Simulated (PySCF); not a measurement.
# NH3 (ammonia) at 3 levels

Wanted: a comparison of 3 runs (PBE/6-31G, wB97X-V/6-31G, BCCD(T)/6-31G) of NH3 (ammonia). The job is set up through a Python script.

The calculation is run with PySCF 2.14.0.

### 1 The system as given

NH3: 4 atoms, total charge 0, spin state singlet. SMILES: `N`. The N1–H2 distance was set to 1.823 Å, away from the relaxed value. At this shape a bond of the SMILES string is far longer than usual.

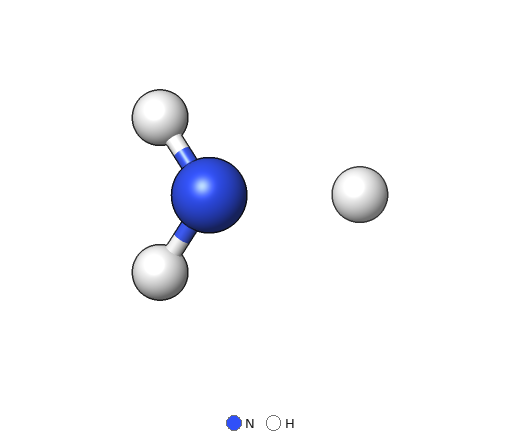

The structure, seen from a chosen angle (nitrogen blue, hydrogen white).

### 2 A single-point energy at PBE/6-31G (run 1)

Contents of job.py:

```python
from pyscf import gto, dft

mol = gto.M(
    atom='''
N     -0.979245     1.304822    -0.755223
H      0.926854    -0.570357     1.415745
H     -2.524228     0.262808    -1.189558
H      0.035217     1.502884    -2.365516
''',
    basis='6-31g',
    max_memory=1860,
    unit='bohr',
    verbose=4,
)

myscf = dft.RKS(mol, xc='pbe')
myscf.grids.level = 5
myscf.conv_tol = 1e-10
myscf.kernel()
if not myscf.converged:
    myscf = myscf.newton().run(myscf.mo_coeff, myscf.mo_occ)

etot = myscf.e_tot
print('Final energy', etot)
```

Launch:

```sh
OMP_NUM_THREADS=1 python job.py
```

Log:

```text
PySCF version 2.14.0

[INPUT] num. atoms = 4
[INPUT] num. electrons = 10
[INPUT] charge = 0
[INPUT] spin (= nelec alpha-beta = 2S) = 0
[INPUT] symmetry False subgroup None
[INPUT] Mole.unit = bohr
[INPUT] Symbol           X                Y                Z      unit          X                Y                Z       unit  Magmom
[INPUT]  1 N     -0.518194137907   0.690482066707  -0.399646800763 AA   -0.979245000000   1.304822000000  -0.755223000000 Bohr   0.0
[INPUT]  2 H      0.490470014650  -0.301819926489   0.749179990474 AA    0.926854000000  -0.570357000000   1.415745000000 Bohr   0.0
[INPUT]  3 H     -1.335763932766   0.139072004447  -0.629486984668 AA   -2.524228000000   0.262808000000  -1.189558000000 Bohr   0.0
[INPUT]  4 H      0.018636033837   0.795291963456  -1.251777159267 AA    0.035217000000   1.502884000000  -2.365516000000 Bohr   0.0

nuclear repulsion = 10.1280109729143
number of shells = 11
number of NR pGTOs = 34
number of NR cGTOs = 15
basis = 6-31g
ecp = {}

******** <class 'pyscf.dft.rks.RKS'> ********
method = RKS
initial guess = minao
damping factor = 0
level_shift factor = 0
DIIS = <class 'pyscf.scf.diis.CDIIS'>
diis_start_cycle = 1
diis_space = 8
diis_damp = 0
SCF conv_tol = 1e-10
SCF conv_tol_grad = None
SCF max_cycles = 50
direct_scf = True
direct_scf_tol = 1e-13
XC library pyscf.dft.libxc version 7.0.0
    S. Lehtola, C. Steigemann, M. J.T. Oliveira, and M. A.L. Marques.,  SoftwareX 7, 1–5 (2018)
XC functionals = pbe
    J. P. Perdew, K. Burke, and M. Ernzerhof.,  Phys. Rev. Lett. 77, 3865 (1996)
    J. P. Perdew, K. Burke, and M. Ernzerhof.,  Phys. Rev. Lett. 78, 1396 (1997)
    J. P. Perdew, K. Burke, and M. Ernzerhof.,  Phys. Rev. Lett. 77, 3865 (1996)
    J. P. Perdew, K. Burke, and M. Ernzerhof.,  Phys. Rev. Lett. 78, 1396 (1997)
radial grids:
    Treutler-Ahlrichs [JCP 102, 346 (1995); DOI:10.1063/1.469408] (M4) radial grids

becke partition: Becke, JCP 88, 2547 (1988); DOI:10.1063/1.454033
pruning grids: <function nwchem_prune>
grids dens level: 5
symmetrized grids: False
atomic radii adjust function: <function treutler_atomic_radii_adjust>
small_rho_cutoff = 0
Set gradient conv threshold to 1e-05
Initial guess from minao.
tot grids = 112736
init E= -56.1774847636942
  HOMO = -0.282287280127949  LUMO = -0.128470629881854  gap/eV = 4.18556
cycle= 1 E= -56.240304984036  delta_E= -0.0628  |g|= 0.516  |ddm|= 1.45
  HOMO = -0.0488078371975331  LUMO = 0.0071261094847539  gap/eV = 1.52204
cycle= 2 E= -55.6205318581668  delta_E= 0.62  |g|= 1.23  |ddm|=  2.4
  HOMO = -0.208315412365842  LUMO = -0.101662547698351  gap/eV = 2.90217
cycle= 3 E= -56.317629837063  delta_E= -0.697  |g|= 0.126  |ddm|= 2.26
  HOMO = -0.193995906136136  LUMO = -0.124413570543357  gap/eV = 1.89343
cycle= 4 E= -56.313458413549  delta_E= 0.00417  |g|= 0.151  |ddm|= 0.477
  HOMO = -0.195308260606206  LUMO = -0.117325260243355  gap/eV = 2.12203
cycle= 5 E= -56.3257400390561  delta_E= -0.0123  |g|= 0.00483  |ddm|= 0.261
  HOMO = -0.195352785448726  LUMO = -0.118090624747563  gap/eV = 2.10241
cycle= 6 E= -56.3257331546225  delta_E= 6.88e-06  |g|= 0.00633  |ddm|= 0.00998
  HOMO = -0.195603896402724  LUMO = -0.118070453293945  gap/eV = 2.10979
cycle= 7 E= -56.325748595637  delta_E= -1.54e-05  |g|= 0.000918  |ddm|= 0.00553
  HOMO = -0.195678180421343  LUMO = -0.118040107714081  gap/eV = 2.11264
cycle= 8 E= -56.3257489603438  delta_E= -3.65e-07  |g|= 7.35e-05  |ddm|= 0.00127
  HOMO = -0.195685478192005  LUMO = -0.118042774439659  gap/eV = 2.11277
cycle= 9 E= -56.3257489621812  delta_E= -1.84e-09  |g|= 3.46e-06  |ddm|= 6.54e-05
  HOMO = -0.195685662848035  LUMO = -0.118042751177112  gap/eV = 2.11277
cycle= 10 E= -56.3257489621865  delta_E= -5.29e-12  |g|= 1.06e-07  |ddm|= 4.21e-06
  HOMO = -0.195685699817187  LUMO = -0.118042747814073  gap/eV = 2.11277
Extra cycle  E= -56.3257489621863  delta_E= 1.56e-13  |g|= 4.97e-07  |ddm|= 7.57e-07
converged SCF energy = -56.3257489621863
Final energy -56.32574896218634
```

Wall time 1.6 s (1 thread of Arm Neoverse V1, shared host); peak memory 0.16 GiB.

### 3 A single-point energy at wB97X-V/6-31G (run 2)

Contents of calc.py:

```python
from pyscf import gto, dft

mol = gto.M(
    atom=[
    ('N', (-0.518194, 0.690482, -0.399647)),
    ('H', (0.490470, -0.301820, 0.749180)),
    ('H', (-1.335764, 0.139072, -0.629487)),
    ('H', (0.018636, 0.795292, -1.251777)),
],
    basis='6-31g',
    verbose=3,
    max_memory=1860,
)

ks = dft.RKS(mol)
ks.xc = 'wb97x-v'
ks.nlcgrids.level = 1
ks.conv_tol = 1e-10
ks.grids.level = 5
ks.kernel()
if not ks.converged:
    ks = ks.newton().run(ks.mo_coeff, ks.mo_occ)

e_final = ks.e_tot
print('E = %.10f Eh' % e_final)
```

Launch:

```sh
OMP_NUM_THREADS=1 python calc.py
```

Log:

```text
converged SCF energy = -56.3615933291928
E = -56.3615933292 Eh
```

Wall time 8.4 s (1 thread of Arm Neoverse V1, shared host); peak memory 0.16 GiB.

### 4 The energy at BCCD(T)/6-31G (run 3)

Contents of input.py:

```python
from pyscf import gto, scf, cc
from pyscf.cc.bccd import bccd_kernel_

mol = gto.M(
    atom='N -0.518194 0.690482 -0.399647; H 0.490470 -0.301820 0.749180; H -1.335764 0.139072 -0.629487; H 0.018636 0.795292 -1.251777',
    basis='6-31g',
    charge=0,
    verbose=3,
    max_memory=1860,
)

mf = scf.RHF(mol)
mf.conv_tol = 1e-10
mf.kernel()
if not mf.converged:
    mf = mf.newton().run(mf.mo_coeff, mf.mo_occ)

mycc = cc.CCSD(mf, frozen=1).run()
mycc = bccd_kernel_(mycc, diis=True)
e_t = mycc.ccsd_t()
e_tot = mycc.e_tot + e_t
print('Final energy', e_tot)
```

Launch:

```sh
OMP_NUM_THREADS=1 python input.py
```

Log:

```text
converged SCF energy = -56.0010815774239
E(CCSD) = -56.17034455991266  E_corr = -0.1692629824887594
BCCD loop starts.

[... 24 lines left out ...]
CCSD converged
[... 25 lines left out ...]
CCSD converged
[... 21 lines left out ...]
CCSD converged
[... 3 lines left out ...]
******** <class 'pyscf.cc.ccsd.CCSD'> ********
CC2 = 0
CCSD nocc = 4, nmo = 14
frozen orbitals 1
max_cycle = 50
direct = 0
conv_tol = 1e-07
conv_tol_normt = 1e-05
diis_space = 6
diis_start_cycle = 0
diis_start_energy_diff = 1e+09
Init E_corr(CCSD) = -0.174191331085664
cycle = 1  E_corr(CCSD) = -0.17419088293526  dE = 4.48150404e-07  norm(t1,t2) = 2.6154e-05
cycle = 2  E_corr(CCSD) = -0.174191239958689  dE = -3.57023429e-07  norm(t1,t2) = 4.53949e-06
cycle = 3  E_corr(CCSD) = -0.17419113567309  dE = 1.04285599e-07  norm(t1,t2) = 1.80446e-06
cycle = 4  E_corr(CCSD) = -0.174191098823894  dE = 3.68491956e-08  norm(t1,t2) = 6.80742e-07
CCSD converged
E(CCSD) = -56.17003855090826  E_corr = -0.1741910988238939
BCC iter:    3  E:     -56.170038550908  dE:   -1.985e-07  |t1|:    4.356e-06
CCSD(T) correction = -0.00488808906968245
Final energy -56.17492663997794
```

Run time: 1.1 s. Hardware: 1 thread of Arm Neoverse V1, shared host; peak memory 0.1 GiB.

### 5 All runs side by side

```
run          level  nlc grid  integration grid  energy (Eh)  dipole moment (D)  HOMO energy (eV)  LUMO energy (eV)  wall time
  1      PBE/6-31G         –                 5   -56.325749               2.06             -5.32             -3.21      1.6 s
  2  wB97X-V/6-31G         1                 5   -56.361593               2.15             -9.54              0.11      8.4 s
  3  BCCD(T)/6-31G         –                 –   -56.174927                  –                 –                 –      1.1 s
```

### 6 Outcome

| quantity | value |
| --- | --- |
| run 3: total energy | -56.17493 Eh |
| run 3: correlation energy (1 core orbital frozen) | -173.8 mEh |
| run 3: (T) correction | -4.89 mEh |

**Reading.** Totals of different functionals can't be ranked against each other. In runs 1, 2 a closed-shell determinant meets a far-stretched bond, which it describes badly. All runs together took 11 s, the longest 8.4 s.
